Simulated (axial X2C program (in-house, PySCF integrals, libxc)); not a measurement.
Run report: FeP⁻, relativistic diatomic calculation

System: FeP⁻, single determinant with M_S = 2 and |Λ| = 2.
Method: PBE0, spin-free X2C-1e, Fe dyall-acv3z, P dyall-av3z (cores contracted) (axial X2C program (in-house, PySCF integrals, libxc)).

## Results in brief

- outcome: converged; a filled level lies above zero
- bond length rₑ: 2.078 Å
- ωₑ: 455.7 cm⁻¹
- energy at the minimum: −1614.49725 hartree
- depth below the fragments: 2.07 eV
- largest ⟨S²⟩ along the curve: 6.33
- hardware: 1 thread of AMD EPYC (Zen 3), 24 GiB of memory available, shared host
- wall time: 7.9 s
- peak memory: 0.85 GiB

## Notes

The highest filled level (PBE0, up to 0.14 eV) lies above zero. That is common for anions, where the functional's self-interaction leaves the outer electrons unbound; only the finite basis holds them, so such levels depend on it. Caveats: 5 of the 10 points asked for were kept.

## Input file
```
{"zs": [26, 15], "q": -1, "bas": ["dyall-acv3z", "dyall-av3z"], "levels": ["PBE0", "HF", "TPSSh"], "cc": true, "r0": 2.11, "thr": -2.0, "nmax": 90, "npts": 10, "nst": 2, "ntry": 6}
```

The line is the task of a batch: nuclear charges, charge, bases, the levels to run, a first guess of the distance and further settings. This report covers PBE0 without spin-orbit coupling. The log is that of the reference distance 2.084 Å.

Launched within a batch (the task file carries these settings):
```bash
python <driver script> task.json out
```

## Log
```
spin-free X2C-1e  PBE0
basis functions 186  fitting functions 991  grid points 5077
iter        total energy     max residual
   1      -1611.208325657     8.81e+00
   2      -1612.683494187     6.80e+00
   3      -1613.453794998     4.04e+00
   4      -1614.241727626     2.47e+00
   5      -1614.298567800     9.18e-01
   6      -1614.386694809     7.61e-01
   7      -1614.454182828     3.51e-01
   8      -1614.479664280     3.11e-01
   9      -1614.489919270     2.27e-01
  10      -1614.494066843     1.53e-01
  11      -1614.495987324     4.67e-02
  12      -1614.496594657     2.47e-02
  13      -1614.496928981     3.41e-02
  14      -1614.497070329     2.29e-02
  15      -1614.497151766     1.13e-02
  16      -1614.497200326     7.23e-03
  17      -1614.497220701     6.41e-03
  18      -1614.497230058     5.62e-03
  19      -1614.497234854     1.15e-03
  20      -1614.497236735     2.13e-03
  21      -1614.497237532     7.81e-04
  22      -1614.497237801     7.05e-04
  23      -1614.497237919     8.11e-04
  24      -1614.497237966     2.76e-04
  25      -1614.497237981     6.82e-05
  26      -1614.497237987     9.26e-05
  27      -1614.497237989     3.75e-05
  28      -1614.497237989     1.39e-05
converged
one-electron -2437.13730008  Coulomb 802.95353600  exact exchange -19.41176098  xc functional -59.93199712  nuclear repulsion 99.03028419
```

## The points of the curve

| R (Å) | E (hartree) | dipole (D; origin at the first atom, positive when the second is positive) | highest filled (eV) | lowest empty (eV) |
| --- | --- | --- | --- | --- |
| 1.959 | −1614.492494 | −7.85 | 0.14 | 1.76 |
| 2.022 | −1614.496261 | −8.23 | 0.14 | 1.75 |
| 2.084 | −1614.497238 | −8.58 | 0.13 | 1.73 |
| 2.157 | −1614.495701 | −8.97 | 0.13 | 1.70 |
| 2.230 | −1614.492031 | −9.34 | 0.13 | 1.67 |

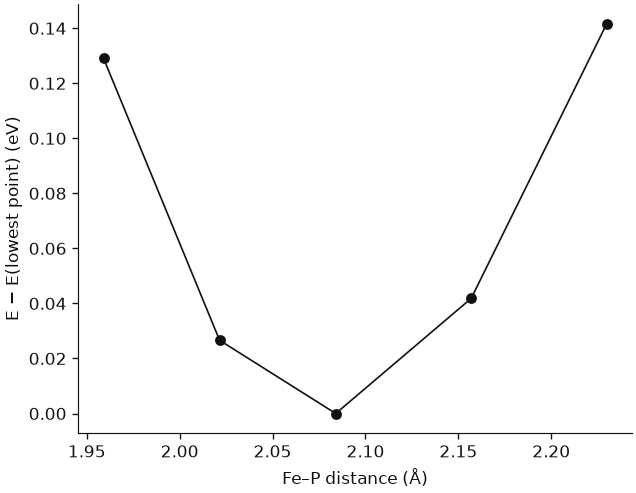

**Figure 1.** Energy at 5 bond lengths, for one set of occupations held fixed; the line joins the points. A polynomial of degree 3 through 5 points gives rₑ = 2.078 Å, ωₑ = 455.7 cm⁻¹ and Bₑ = 0.1958 cm⁻¹. The minimum lies 2.07 eV below Fe + P⁻, each computed as one determinant at the same level.

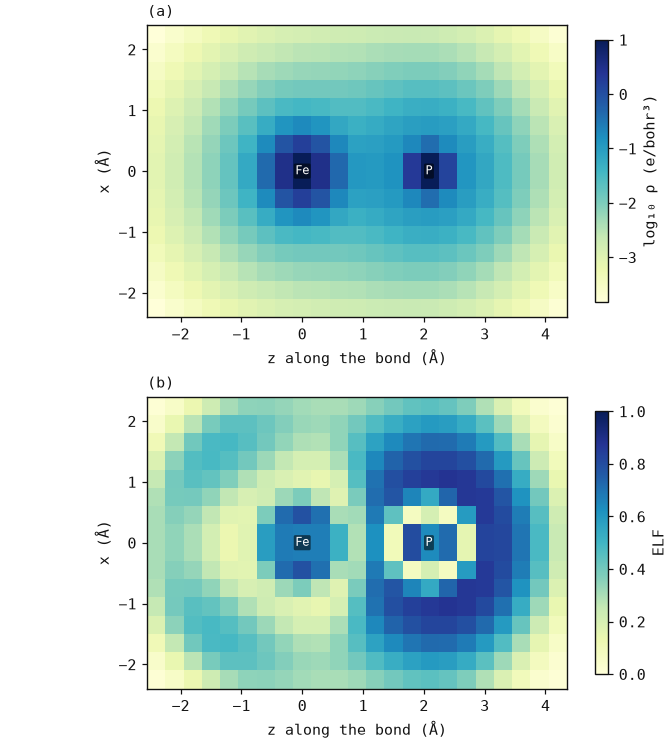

**Figure 2.** (a) electron density on a logarithmic scale; (b) electron localisation function, in a plane that holds the axis, at 2.08 Å, on points 0.3 Å apart (one half computed, the other mirrored); the structure near the nuclei is finer than these points.

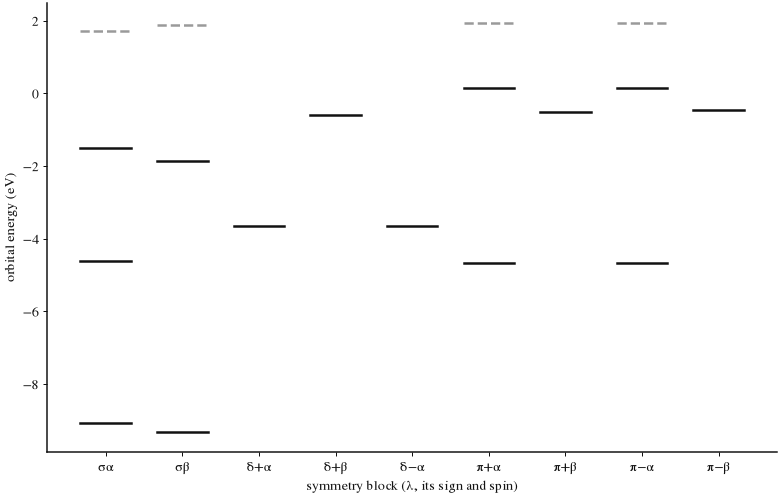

**Figure 3.** Orbital energies near the frontier at 2.08 Å, filled (solid) and empty (dashed); a label such as π−α means λ = −1 and α spin. The highest filled orbital (π−α; 68 % P p, 24 % Fe p) lies at 0.13 eV, the lowest empty one (σα; 61 % Fe p, 28 % Fe s) at 1.73 eV. A filled level above zero is held only by the finite basis .
